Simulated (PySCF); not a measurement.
# A diatomic session: AlC

What are the lowest state that PBE0 finds, the bond length, vibrational wavenumber and bond energy of AlC, and how much do these hang on the method?

Program: PySCF 2.14.0. Level of theory: Al 6-31G(d,p), C 6-31G(d,p), no relativity. These are calculated values, not measurements.

## 1. The job

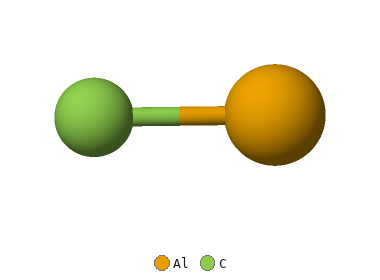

The two atoms at the starting distance (aluminium amber, carbon green).

The job is set up so:

- atoms: Al, C
- charge: 0
- basis: Al 6-31G(d,p), C 6-31G(d,p)
- Hamiltonian: no relativity
- basis functions: 32
- electrons treated: 19
- masses in u: 26.9815, 12.0000
- levels: PBE0, PBE, r²SCAN, r²SCAN0, B97-3, B3LYP, CAM-B3LYP, HF, MP2, SCS-MP2, CCSD, CCSD(T)
- grid: 80 radial by 434 angular points
- occupations: held fixed by the projection of orbital angular momentum
- dissociation limit: Al + C, each in its ground configuration
- starting distance in angstrom: 1.905
- values of 2S to try: 1, 3

Further steps of the session: PBE0 along the bond; Other states along the same grid; PBE (GGA); r²SCAN; r²SCAN0 (hybrid meta-GGA); B97-3; B3LYP; CAM-B3LYP; UHF (mean field); Adding correlation.

Before running it: what results should come out? Wanted: for each run, Re; ωe; De; μ.

As calculated:

Lowest PBE0 solution found, without spin–orbit coupling: ⁴Σ⁻ (quartet), unpaired electrons σ ↑, π ↑↑. State 2 has its PBE0 minimum 0.57 eV higher, as a spin-mixed determinant (⟨S²⟩ = 1.77), so this is no gap between pure states. State 3 has its PBE0 minimum 0.66 eV higher, as a spin-mixed determinant (⟨S²⟩ = 1.76), so this is no gap between pure states. State 4 has its PBE0 minimum 1.34 eV higher, as a spin-mixed determinant (⟨S²⟩ = 1.32), so this is no gap between pure states. The other levels ran on the lowest alone.

```csv
level,Re (Å),ωe (cm⁻¹),De (eV),μ (D)
UHF,1.970,667,2.57,-0.68
UHF-MP2,1.969,670,3.13,n/a
UHF-SCS-MP2,1.970,668,2.88,n/a
UHF-CCSD,1.965,673,3.05,n/a
UHF-CCSD(T),1.967,671,3.13,n/a
PBE,1.982,627,3.69,-1.30
r²SCAN,1.972,647,3.59,-1.12
B3LYP,1.974,636,3.29,-1.37
PBE0,1.969,650,3.46,-1.24
r²SCAN0,1.965,660,3.41,-1.09
B97-3,1.973,647,3.37,-1.36
CAM-B3LYP,1.963,655,3.24,-1.30
```

De is counted to Al + C in their ground configurations. A positive dipole means Al(−)C(+).

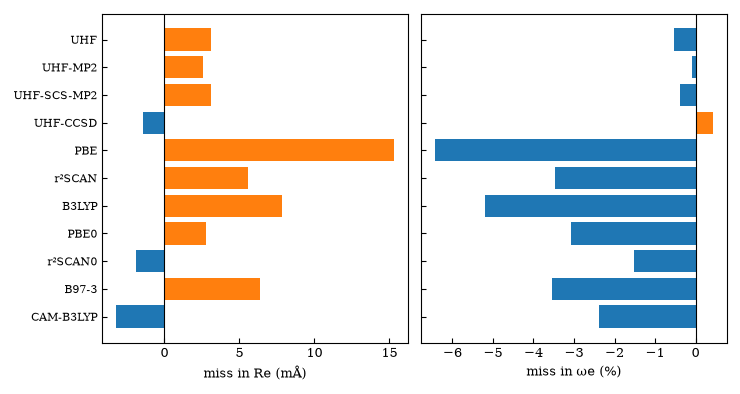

How far each level lies from CCSD(T) in the same basis.

**Reading.** Judged by CCSD(T) in the same basis: best bond length UHF-CCSD (-1 mÅ), worst PBE (+15 mÅ); best wavenumber UHF-MP2 (-0.1 %), worst PBE (-6.4 %). CCSD(T) in a basis this small is itself some way from its limit, more so than the functionals. Among the levels with a De in the table, it runs from 2.57 eV (UHF) to 3.69 eV (PBE).

Correlated steps freeze 6 core orbitals.
